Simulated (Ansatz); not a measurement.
# CH6Sn (SMILES [CH3][SnH3]) at 6 levels

Aim: a comparison of 6 runs (HF/STO-3G, HF/3-21G, CAM-B3LYP/def2-SVP, PBE-QIDH/def2-SVP, r2SCAN/def2-SVP, RPA@PBE/def2-SVP) of CH6Sn. 

The calculation is run with Ansatz 0.2.0.

42 further runs of the same task are left out: 1 that didn't finish, 41 set aside as unsound or not needed.

### 1 The molecule

CH6Sn has 8 atoms, charge 0, and is taken as a singlet. SMILES: `[CH3][SnH3]`. One bond was lengthened or shortened from a relaxed shape.

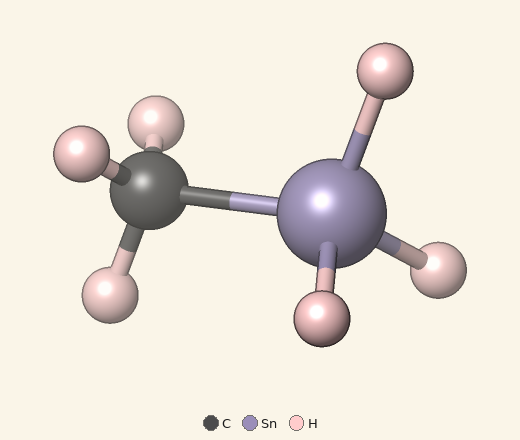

Viewed from a chosen angle; carbon dark grey, tin purple, hydrogen pink.

### 2 A single-point energy at HF/STO-3G (run 1)

Input file molecule.yaml:

```yaml
crystal:
  periodic: [false, false, false]
  atoms:
    - {symbol: C, position_ang: [1.063595, 0.328349, 0.045154]}
    - {symbol: Sn, position_ang: [-0.950305, -0.368151, 0.237854]}
    - {symbol: H, position_ang: [1.300500, 0.627700, -1.148800]}
    - {symbol: H, position_ang: [1.758395, -0.450251, 0.359754]}
    - {symbol: H, position_ang: [1.213695, 1.210149, 0.668054]}
    - {symbol: H, position_ang: [-2.042905, 0.847749, -0.261746]}
    - {symbol: H, position_ang: [-1.187605, -1.755451, -0.732046]}
    - {symbol: H, position_ang: [-1.279605, -0.770551, 1.866154]}
basis:
  gaussian:
    orbitals: STO-3G
hamiltonian:
  xc: hf
accuracy: high
output: {orbitals: {seedname: orbitals}}
```

Run with:

```sh
$ ansatz run molecule.yaml --threads 1 --pin off --max-ram 3480MiB --events-out events.jsonl --progress --plain --runs-dir runs
```

Log:

```text
Warning: RAYON_NUM_THREADS=1 ignored (pool sized by the plan → 1); use --threads N
Functional definition: HF
  name "HF"
  exchange = exact_x
  correlation = 0
714 factors; integrals over basis functions are off by at most 4.5e-9 eV
mean field evaluation 1: about -163381.8107 eV, gradient 8.0e0 eV
mean field evaluation 2: about -163381.8384 eV, gradient 7.9e0 eV
mean field evaluation 4: about -163382.1636 eV, gradient 4.1e-1 eV
mean field evaluation 8: about -163382.1625 eV, gradient 4.8e-7 eV
mean field -163382.16248138 eV, -6004.1837267835 hartree, gradient 8.2e-8 eV, S^2 0.000000; 0 other end points of the search recorded, 0 dependent functions left out
reference -163382.16248138 eV, -6004.1837267835 hartree; 31, 31 occupied and 7, 7 virtual orbitals, 714 factors
Total energy: -163382.16248138 eV, -6004.1837267835 hartree
```

Wall time 0.5 s (1 thread of Arm Neoverse V2, shared host).

### 3 The energy at HF/3-21G (run 2)

Changes to molecule.yaml since step 2:

```diff
@@ -13,6 +13,8 @@
   gaussian:
-    orbitals: STO-3G
+    orbitals: 3-21G-spherical.json
+total_charge: 0
 hamiltonian:
   xc: hf
+output:
+  orbitals: {seedname: orbitals}
 accuracy: high
-output: {orbitals: {seedname: orbitals}}
```

The basis set 3-21G is read from a file made from the Basis Set Exchange's data (not shown).

Run with:

```sh
$ ansatz run molecule.yaml --threads 1 --pin off --max-ram 3480MiB --events-out events.jsonl --progress --plain --runs-dir runs
```

Log:

```text
Warning: RAYON_NUM_THREADS=1 ignored (pool sized by the plan → 1); use --threads N
[... 4 set-up lines as earlier in the session ...]
1115 factors; integrals over basis functions are off by at most 4.7e-9 eV
mean field evaluation 1: about -164284.2761 eV, gradient 1.6e1 eV
mean field evaluation 2: about -164284.4340 eV, gradient 1.6e1 eV
mean field evaluation 4: about -164285.1860 eV, gradient 1.5e0 eV
mean field evaluation 8: about -164285.1938 eV, gradient 9.3e-4 eV
mean field -164285.19381209 eV, -6037.3695160906 hartree, gradient 6.5e-9 eV, S^2 0.000000; 0 other end points of the search recorded, 0 dependent functions left out
reference -164285.19381209 eV, -6037.3695160906 hartree; 31, 31 occupied and 21, 21 virtual orbitals, 1115 factors
Total energy: -164285.19381209 eV, -6037.3695160906 hartree
```

Run time: 0.76 s. Hardware: 1 thread of Arm Neoverse V2, shared host; peak memory 0.12 GiB.

### 4 The energy at CAM-B3LYP/def2-SVP (core potential) (run 3)

Input file in.yaml:

```yaml
crystal:
  periodic: [false, false, false]
  atoms:
    - symbol: C
      position_ang: [1.063595, 0.328349, 0.045154]
    - symbol: Sn
      position_ang: [-0.950305, -0.368151, 0.237854]
    - symbol: H
      position_ang: [1.300500, 0.627700, -1.148800]
    - symbol: H
      position_ang: [1.758395, -0.450251, 0.359754]
    - symbol: H
      position_ang: [1.213695, 1.210149, 0.668054]
    - symbol: H
      position_ang: [-2.042905, 0.847749, -0.261746]
    - symbol: H
      position_ang: [-1.187605, -1.755451, -0.732046]
    - symbol: H
      position_ang: [-1.279605, -0.770551, 1.866154]
basis:
  gaussian:
    orbitals: def2-SVP
magnetization:
  spin_polarized: false
  initial_magnetization: 0
hamiltonian:
  xc: {name: CAM-B3LYP}
accuracy: high
output:
  orbitals: {seedname: orbitals}
```

Run with:

```sh
$ ansatz run in.yaml --threads 1 --pin off --max-ram 3480MiB --events-out events.jsonl --progress --plain --runs-dir runs
```

Log:

```text
Warning: RAYON_NUM_THREADS=1 ignored (pool sized by the plan → 1); use --threads N
Functional definition: CAM-B3LYP
  name "CAM-B3LYP"
  parameter alpha = 0.19
  parameter beta = 0.46
  parameter omega = 0.33/bohr
  parameter ac = 0.81
  exchange = (1 - alpha - beta)*b88_x + beta*b88_x_sr(omega) + alpha*exact_x + beta*exact_x_lr(omega)
  correlation = (1 - ac)*vwn5_c + ac*lyp_c
1740 factors; integrals over basis functions are off by at most 3.3e-9 eV
387 factors; integrals over basis functions are off by at most 1.8e-9 eV
mean field evaluation 1: about -6960.0897 eV, gradient 3.4e1 eV
mean field evaluation 2: about -6959.8759 eV, gradient 3.4e1 eV
mean field evaluation 4: about -6962.9830 eV, gradient 4.0e-1 eV
mean field evaluation 8: about -6963.0498 eV, gradient 3.3e-3 eV
mean field evaluation 16: about -6963.0498 eV, gradient 5.3e-7 eV
mean field -6963.04984126 eV, -255.8873619414 hartree, gradient 6.3e-8 eV, S^2 0.000000; 0 other end points of the search recorded, 0 dependent functions left out
reference -6963.04986184 eV, -255.8873626980 hartree; 17, 17 occupied and 53, 53 virtual orbitals, 1740 factors
Total energy: -6963.04986184 eV, -255.8873626980 hartree
```

It took 4.8 s on 1 thread of Arm Neoverse V2, shared host; peak memory 0.23 GiB.

Runs 4 to 5 aren't shown in full; the table further down has their settings and results.

### 5 A single-point energy at RPA@PBE/def2-SVP (core potential) (run 6)

Changes to molecule.yaml since step 3:

```diff
@@ -1 +1,3 @@
+basis:
+  gaussian: {orbitals: def2-SVP}
 crystal:
@@ -11,10 +13,4 @@
     - {symbol: H, position_ang: [-1.279605, -0.770551, 1.866154]}
-basis:
-  gaussian:
-    orbitals: 3-21G-spherical.json
-total_charge: 0
-hamiltonian:
-  xc: hf
-output:
-  orbitals: {seedname: orbitals}
+hamiltonian: {xc: pbe}
+correlation: {method: rpa, frozen_orbitals: {C: 1, H: 0, Sn: 4}}
 accuracy: high
```

Run with:

```sh
$ ansatz run molecule.yaml --threads 1 --pin off --max-ram 3480MiB --events-out events.jsonl --progress --plain --runs-dir runs
```

Log:

```text
Warning: RAYON_NUM_THREADS=1 ignored (pool sized by the plan → 1); use --threads N
Functional definition: PBE
  name "PBE"
  parameter kappa = 0.804
  parameter beta = 0.06672455060314922
  exchange = pbe_x(kappa = kappa, mu = beta*pi^2/3)
  correlation = pbe_c(beta = beta)
1740 factors; integrals over basis functions are off by at most 3.3e-9 eV
mean field evaluation 1: about -6955.2900 eV, gradient 5.2e1 eV
mean field evaluation 2: about -6955.2801 eV, gradient 5.2e1 eV
mean field evaluation 4: about -6961.9368 eV, gradient 9.5e0 eV
mean field evaluation 8: about -6962.2706 eV, gradient 1.0e-1 eV
mean field evaluation 16: about -6962.2706 eV, gradient 5.4e-6 eV
mean field -6962.27064757 eV, -255.8587271015 hartree, gradient 1.8e-8 eV, S^2 0.000000; 0 other end points of the search recorded, 0 dependent functions left out
5 core orbitals not correlated: weight in the atoms' cores, before any rotation towards them, 1.000 or more for the frozen orbitals, at most 0.000 for the correlated occupied ones
reference -6928.16081220 eV, -254.6052137723 hartree; 12, 12 occupied and 53, 53 virtual orbitals, 1740 factors
Total energy: -6942.07978267 eV, -255.1167265026 hartree
```

It took 6.6 s on 1 thread of Arm Neoverse V2, shared host; peak memory 0.31 GiB.

### 6 The series

```csv
run,level,core potential,frozen core orbitals,energy (Eh),HOMO energy (eV),LUMO energy (eV),HOMO–LUMO gap (eV),wall time
1,HF/STO-3G,none,–,-6004.183727,-9.30,11.89,21.19,0.5 s
2,HF/3-21G,none,–,-6037.369516,-11.17,3.74,14.91,0.76 s
3,CAM-B3LYP/def2-SVP (core potential),def2-SVP,–,-255.887363,-9.68,1.58,11.26,4.8 s
4,PBE-QIDH/def2-SVP (core potential),def2-SVP,5,-255.593381,-10.28,2.18,12.46,6 s
5,r2SCAN/def2-SVP (core potential),def2-SVP,–,-255.982770,-7.46,0.33,7.79,6.9 s
6,RPA@PBE/def2-SVP (core potential),def2-SVP,5,-255.116727,–,–,–,6.6 s
```

### 7 Summary of results

| quantity | value |
| --- | --- |
| run 6: total energy | -255.11673 Eh |
| run 6: RPA correlation energy (valence) | -511.5 mEh |

What this shows: Over runs 1, 2, 3, 4, 5 the HOMO–LUMO gap runs from 7.79 eV (r2SCAN/def2-SVP) to 21.19 eV (HF/STO-3G). The two ends differ in method and basis and core potential. Totals of different functionals can't be ranked against each other. Some runs of one species differ in core potentials or relativity; totals across that change don't compare. In run 1 the basis is minimal, so the values are rough. In runs 1, 2 relativity is left out where basis or elements ask for it. All runs together took 26 s, the longest 6.9 s.
